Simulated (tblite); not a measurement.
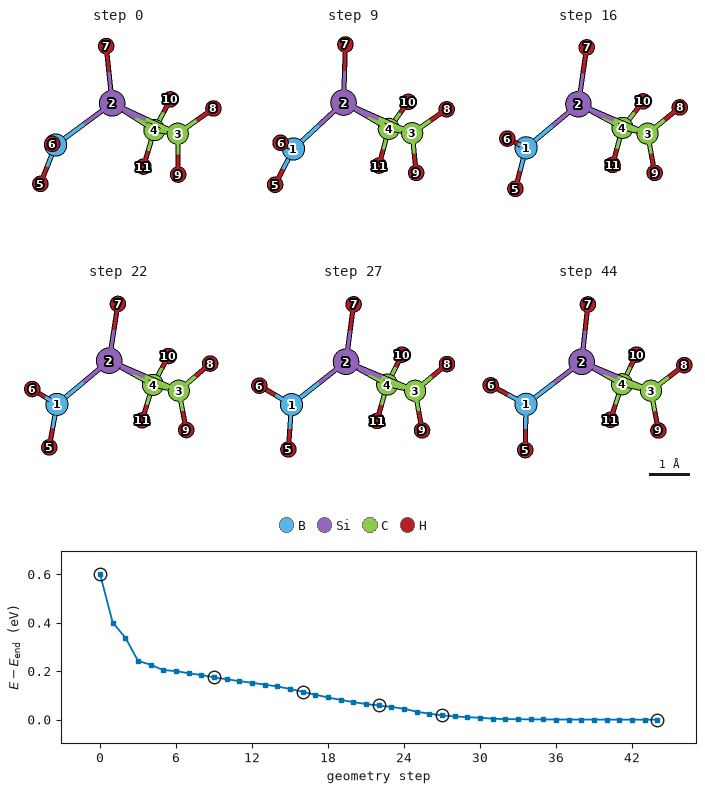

Frames of a relaxation of C$_{2}$H$_{7}$BSi, marked on the history of the run. A ball-and-stick model, seen at a tilt.

Method: tblite 0.8.0, GFN2-xTB geometry optimisation, gas phase. 

What happens along the run?

Answer. After 44 geometry steps the energy has fallen by 0.601 eV. H6 moves most after the best rigid fit: 1.03 Å. Largest moves by element: H 1.03 Å, Si 0.18 Å, C 0.14 Å, B 0.11 Å. Some distances before and after: Si2–C3 1.837 → 1.923 Å, Si2–C4 1.845 → 1.923 Å, C4–H10 1.130 → 1.079 Å, C3–H8 1.122 → 1.079 Å. Among the angles between lasting bonds that change: C3–Si2–H7 120.8° → 106.7°, B1–Si2–H7 117.4° → 128.5°, C4–Si2–H7 116.0° → 106.6°. From step 0 to 9: H6 moves most (0.17 Å), energy −0.427 eV. From step 9 to 16: H6 moves most (0.24 Å), energy −0.060 eV. From step 16 to 22: H6 moves most (0.24 Å), energy −0.056 eV. From step 22 to 27: H6 moves most (0.29 Å), energy −0.041 eV. From step 27 to 44: H6 moves most (0.14 Å), energy −0.018 eV.
